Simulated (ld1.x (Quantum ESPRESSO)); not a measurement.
Input of ld1.x (Quantum ESPRESSO) 7.5:

```
 &input
   title='Cl', zed=17., rel=0, dft='PBE', iswitch=3,
   config='[Ne] 3s2 3p3',
   nld=2, rlderiv=1.55, eminld=-5.0, emaxld=5.0, deld=0.02
 /
 &inputp
   pseudotype=2, tm=.true., lloc=1,
   nlcc=.false.,
   file_pseudopw='Cl.UPF', file_wfcaegen='ae.wfc', file_wfcncgen='nc.wfc', file_beta='beta', file_chi='chi'
 /
2
3S  1  0   2.00   0.00  1.35  1.35  0.0
3P  2  1   3.00   0.00  1.40  1.40  0.0
 &test
   configts(1)='3s2 3p3'
 /
```

Run as:
```bash
ld1.x < Cl.in > Cl.out
```

Functional and relativity: PBE, non-relativistic.

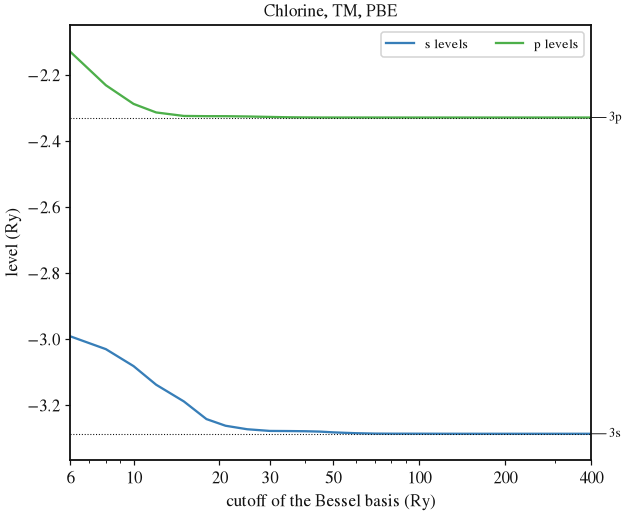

The pseudo-atom Hamiltonian at the reference potential is diagonalised in spherical Bessel functions (20 bohr box) up to the cutoff. Curves: the lowest levels of each channel that holds a bound state. Dotted lines: the all-electron valence levels.

Q: Does every curve settle on an all-electron level?

A: No ghost state below the valence levels in the s, p, d, f channels. The curves of the valence states settle on the dotted lines.

Q: Read the all-electron valence levels.

A: 3s: -3.3 Ry; 3p: -2.33 Ry.

Q: Which level is furthest from its value at the highest cutoff when the cutoff is lowest, 6 Ry?

A: 3s, by 0.30 Ry, against 0.20 Ry for 3p.
